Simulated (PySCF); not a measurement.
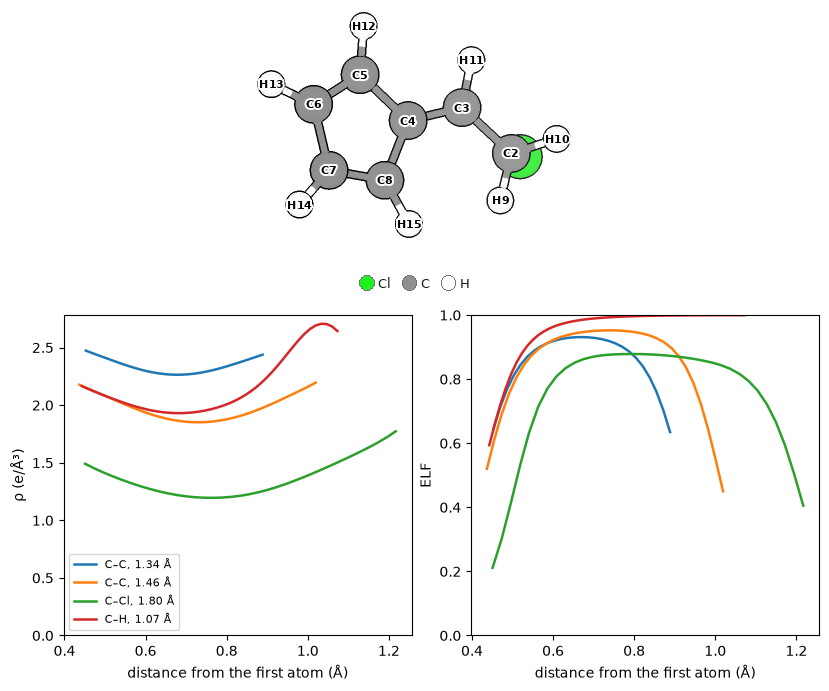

Figure. C$_{7}$H$_{7}$Cl (SMILES ClCC=C1C=CC=C1). Electron density and ELF along straight lines between neighbouring atoms. The curves leave out the atomic cores. The structure is drawn too.

Geometry: GFN2-xTB.

Level of theory: PBE0/pcSseg-1, SCF density, gas phase, non-relativistic (PySCF 2.14.0).

```json
{"atom": "Cl", "x (Å)": "-3.4027", "y (Å)": "0.1628", "z (Å)": "-1.5144"}
{"atom": "C", "x (Å)": "-1.6577", "y (Å)": "0.0771", "z (Å)": "-1.9595"}
{"atom": "C", "x (Å)": "-0.8635", "y (Å)": "0.8064", "z (Å)": "-0.9440"}
{"atom": "C", "x (Å)": "0.0650", "y (Å)": "0.2652", "z (Å)": "-0.1417"}
{"atom": "C", "x (Å)": "0.8511", "y (Å)": "1.0007", "z (Å)": "0.8491"}
{"atom": "C", "x (Å)": "1.6957", "y (Å)": "0.1401", "z (Å)": "1.4403"}
{"atom": "C", "x (Å)": "1.4937", "y (Å)": "-1.1840", "z (Å)": "0.8690"}
{"atom": "C", "x (Å)": "0.5321", "y (Å)": "-1.1179", "z (Å)": "-0.0677"}
{"atom": "H", "x (Å)": "-1.3986", "y (Å)": "-0.9771", "z (Å)": "-2.0226"}
{"atom": "H", "x (Å)": "-1.5779", "y (Å)": "0.5484", "z (Å)": "-2.9402"}
{"atom": "H", "x (Å)": "-1.0895", "y (Å)": "1.8613", "z (Å)": "-0.8509"}
{"atom": "H", "x (Å)": "0.7385", "y (Å)": "2.0518", "z (Å)": "1.0353"}
{"atom": "H", "x (Å)": "2.4132", "y (Å)": "0.3577", "z (Å)": "2.2104"}
{"atom": "H", "x (Å)": "2.0428", "y (Å)": "-2.0574", "z (Å)": "1.1714"}
{"atom": "H", "x (Å)": "0.1535", "y (Å)": "-1.9271", "z (Å)": "-0.6621"}
```

What kind of bonding do the profiles show?

C–C (1.34 Å): the density is about 2.3 e/Å³ at the midpoint; the ELF peaks at about 0.95 between the atoms; a multiple bond.
C–C (1.46 Å): ρ is about 1.9 e/Å³ halfway; the ELF peaks at about 0.95 between the atoms, as expected for a covalent bond.
C–Cl (1.80 Å): ρ at the midpoint is about 1.3 e/Å³; the ELF peaks at about 0.90 between the atoms, as expected for a shared electron pair.
C–H (1.07 Å): the density is about 2 e/Å³ at the midpoint; the ELF climbs to about 1 towards the hydrogen, as it does in any bond to H (a covalent bond by its length).
